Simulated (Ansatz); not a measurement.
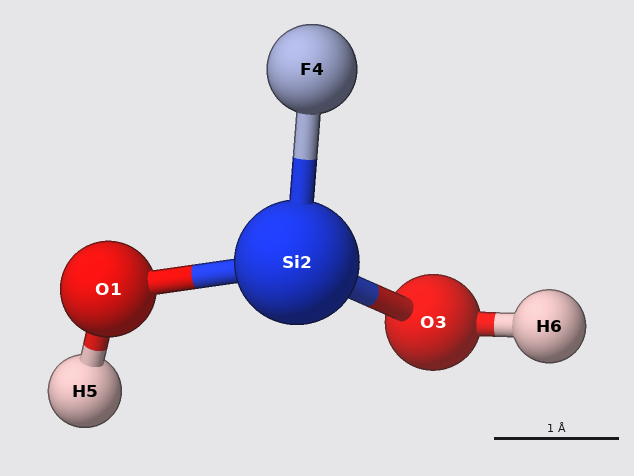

The picture comes from a calculation with Ansatz.

Numbered structure. State: neutral, doublet. Geometry: moved along internal coordinates away from the minimum.

Question: What is the geometry at Si2?

Answer: Si2 has 3 neighbours (O1 at 1.63, O3 at 1.76, F4 at 1.59 Å); the arrangement is trigonal pyramidal.

Question: What is the geometry at O3?

Answer: O3 has 2 neighbours (Si2 at 1.76, H6 at 0.96 Å); the arrangement is bent.

Question: Describe the coordination of atom 1.

Answer: O1 has 2 neighbours (Si2 at 1.63, H5 at 0.96 Å); the arrangement is bent.
